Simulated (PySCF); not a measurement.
**One shape, several levels: GaSiNH5SF (SMILES [NH2][Ga]([SH])[SiH2]F)**

Wanted: a comparison of 4 runs (HF/STO-3G, B3LYP/6-31G*, B3LYP/def2-SVP, PBE0/def2-SVP) of GaSiNH5SF. 

Program for the calculation: PySCF 2.14.0.

## Step 1: Starting point

GaSiNH5SF: 10 atoms, total charge 0, spin state singlet. As SMILES, `[NH2][Ga]([SH])[SiH2]F`. Geometry: relaxed at PBE0-D4/def2-TZVP. This is one conformer, not always the lowest.

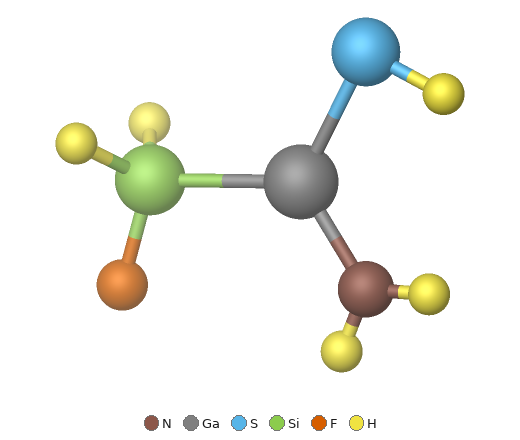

Viewed from a chosen angle; nitrogen brown, gallium grey, sulfur blue, silicon green, fluorine orange, hydrogen yellow.

## Step 2: Energy and gradient at HF/STO-3G (run 1)

File mol.xyz:

```xyz
10

N     -0.672700    -1.507700     0.920100
Ga     0.391800    -0.190500     0.276400
S      2.491400    -0.147700     0.970500
Si    -0.432700     1.450300    -1.273700
F     -1.991800     1.160000    -1.555100
H     -0.383700    -2.218100     1.570300
H     -1.639700    -1.600400     0.659800
H      2.368700    -1.229600     1.757400
H     -0.323500     2.834700    -0.742400
H      0.275300     1.398000    -2.580200
```

File input.py:

```python
from pyscf import gto

molecule = gto.M(
    atom='mol.xyz',
    max_memory=1860,
    basis='sto-3g',
    spin=0,
    charge=0,
    verbose=4,
)

calc0 = molecule.RHF()
calc0.conv_tol = 1e-10
calc0.kernel()
if not calc0.converged:
    calc0 = calc0.newton().run(calc0.mo_coeff, calc0.mo_occ)

e_tot = calc0.e_tot
print('E(%s) = %.9f' % ('HF', e_tot))
grad = calc0.nuc_grad_method().kernel()
dip = calc0.dip_moment()
pop, q = calc0.mulliken_pop()
```

Started as:

```bash
$ OMP_NUM_THREADS=1 python input.py
```

Output:

```text
PySCF version 2.14.0

[... 72 lines left out ...]
converged SCF energy = -2734.43857492918
[... 12 lines left out ...]
Dipole moment(X, Y, Z, Debye): -0.10684, -0.99882,  0.71908
[... 62 lines left out ...]
charge of    9H =     -0.16569
```

Wall time 12 s (1 thread of Intel Xeon at 2.50GHz (Skylake/Cascade Lake), shared host); peak memory 0.12 GiB.

## Step 3: Energy and gradient at B3LYP/6-31G(d) (spherical functions) (run 2)

File calc.py:

```python
# [NH2][Ga]([SH])[SiH2]F
import pyscf.grad
from pyscf import gto, dft

mol = gto.Mole()
mol.atom = [
    ('N', (-0.672700, -1.507700, 0.920100)),
    ('Ga', (0.391800, -0.190500, 0.276400)),
    ('S', (2.491400, -0.147700, 0.970500)),
    ('Si', (-0.432700, 1.450300, -1.273700)),
    ('F', (-1.991800, 1.160000, -1.555100)),
    ('H', (-0.383700, -2.218100, 1.570300)),
    ('H', (-1.639700, -1.600400, 0.659800)),
    ('H', (2.368700, -1.229600, 1.757400)),
    ('H', (-0.323500, 2.834700, -0.742400)),
    ('H', (0.275300, 1.398000, -2.580200)),
]
mol.basis = '6-31g*'
mol.verbose = 4
mol.max_memory = 1860
mol.spin = 0
mol.build()

mf = dft.RKS(mol, xc='b3lyp')
mf.grids.level = 5
mf.conv_tol = 1e-10
mf.kernel()
if not mf.converged:
    mf = mf.newton().run(mf.mo_coeff, mf.mo_occ)

energy = mf.e_tot
print('Final energy', energy)
grad = mf.Gradients().kernel()
dip = mf.dip_moment()
pop, q = mf.mulliken_pop()
```

Started as:

```bash
$ OMP_NUM_THREADS=1 python calc.py
```

Output:

```text
PySCF version 2.14.0

[... 82 lines left out ...]
converged SCF energy = -2770.01278674165
Final energy -2770.012786741654
[... 12 lines left out ...]
Dipole moment(X, Y, Z, Debye): -0.78529, -1.36670,  0.76317
[... 117 lines left out ...]
charge of    9H =     -0.09183
```

Run time: 2.5 min. Hardware: 1 thread of Intel Xeon at 2.50GHz (Skylake/Cascade Lake), shared host; peak memory 1.1 GiB.

Run 3 isn't shown in full; the table further down has it.

## Step 4: Energy and gradient at PBE0/def2-SVP (run 4)

File calc.py:

```python
from pyscf import gto, dft

mol = gto.M(
    atom='''
N     -1.271219    -2.849140     1.738737
Ga     0.740395    -0.359993     0.522320
S      4.708064    -0.279113     1.833979
Si    -0.817684     2.740670    -2.406944
F     -3.763956     2.192082    -2.938713
H     -0.725088    -4.191602     2.967437
H     -3.098584    -3.024318     1.246841
H      4.476194    -2.323607     3.321005
H     -0.611326     5.356807    -1.402933
H      0.520242     2.641837    -4.875871
''',
    verbose=4,
    max_memory=1860,
    basis='def2-svp',
    unit='bohr',
)

calc0 = dft.RKS(mol, xc='pbe0')
calc0.conv_tol = 1e-10
calc0.grids.level = 5
calc0.kernel()
if not calc0.converged:
    calc0 = calc0.newton().run(calc0.mo_coeff, calc0.mo_occ)

energy = calc0.e_tot
print('Final energy', energy)
grad = calc0.nuc_grad_method().kernel()
calc0.analyze()
```

Started as:

```bash
$ OMP_NUM_THREADS=1 python calc.py
```

Output:

```text
PySCF version 2.14.0

[... 79 lines left out ...]
converged SCF energy = -2768.99844963074
[... 30 lines left out ...]
MO #9   energy= -14.3787016951547  occ= 2
[... 15 lines left out ...]
MO #25  energy= -0.862260823256608 occ= 2
[... 15 lines left out ...]
MO #41  energy= -0.26102757632308  occ= 2
[... 15 lines left out ...]
MO #57  energy= 0.318930604424894  occ= 0
[... 15 lines left out ...]
MO #73  energy= 0.699176879883884  occ= 0
[... 15 lines left out ...]
MO #89  energy= 1.28184215661254   occ= 0
[... 15 lines left out ...]
MO #105 energy= 2.12876227994669   occ= 0
[... 15 lines left out ...]
MO #121 energy= 3.54844798799994   occ= 0
[... 134 lines left out ...]
Dipole moment(X, Y, Z, Debye): -0.50668, -1.50313,  0.96319
```

It took 2.5 min on 1 thread of Intel Xeon at 2.50GHz (Skylake/Cascade Lake), shared host; peak memory 1.3 GiB.

## Step 5: All runs side by side

```csv
run,level,integration grid,energy (Eh),dipole moment (D),HOMO energy (eV),LUMO energy (eV),wall time
1,HF/STO-3G,–,-2734.438575,1.24,-6.74,5.81,12 s
2,B3LYP/6-31G* (spherical functions),5,-2770.012787,1.75,-6.81,-1.02,2.5 min
3,B3LYP/def2-SVP,5,-2769.756721,1.80,-6.78,-1.02,2.3 min
4,PBE0/def2-SVP,5,-2768.998450,1.86,-7.10,-0.87,2.5 min
```

## Step 6: Results

| quantity | value |
| --- | --- |
| run 4: total energy | -2768.99845 Eh |
| run 4: dipole moment | 1.86 D |
| run 4: HOMO energy | -7.10 eV |
| run 4: LUMO energy | -0.87 eV |
| run 4: HOMO–LUMO gap | 6.23 eV |
| run 4: largest force on an atom | 0.913 eV/Å |

What this shows: The dipole moment (its size) runs from 1.24 D (HF/STO-3G) to 1.86 D (PBE0/def2-SVP). The two ends differ in method and basis. The HOMO–LUMO gap runs from 5.76 eV (B3LYP/def2-SVP) to 12.55 eV (HF/STO-3G). Totals of different functionals can't be ranked against each other. In run 1 the basis is minimal, so the values are rough. All runs together took 7.4 min, the longest 2.5 min.
